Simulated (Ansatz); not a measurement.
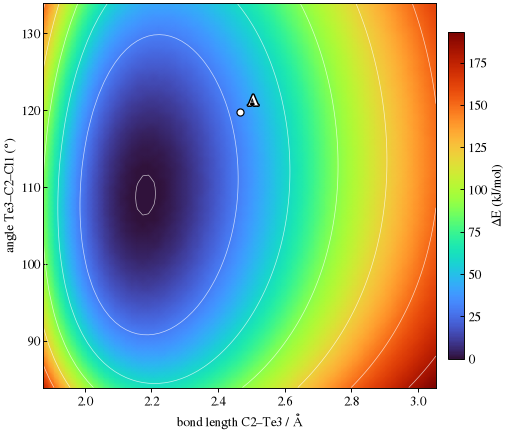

CH₃ClTe, SMILES ClC[TeH]. The first coordinate is: bond length C2–Te3; the second: angle Te3–C2–Cl1. Nothing is relaxed (all other coordinates rigid). The scan uses a 15 × 15 grid. Points are written as (first, second). All energies are given in kJ/mol relative to the lowest grid point. Method: RKS PBE-D4/def2-TZVP in Ansatz.

In the figure: a smooth colour map with a few white contour lines, the point A. Between grid points the surface is interpolated.

**Which way does the force act at A, and how strong is it?**

A, at (2.465 Å, 119.7°), is not a stationary point. The computed force is 168 kJ/mol for each Å towards smaller values of bond length C2–Te3 and 1 kJ/mol for each degree towards smaller values of angle Te3–C2–Cl1.
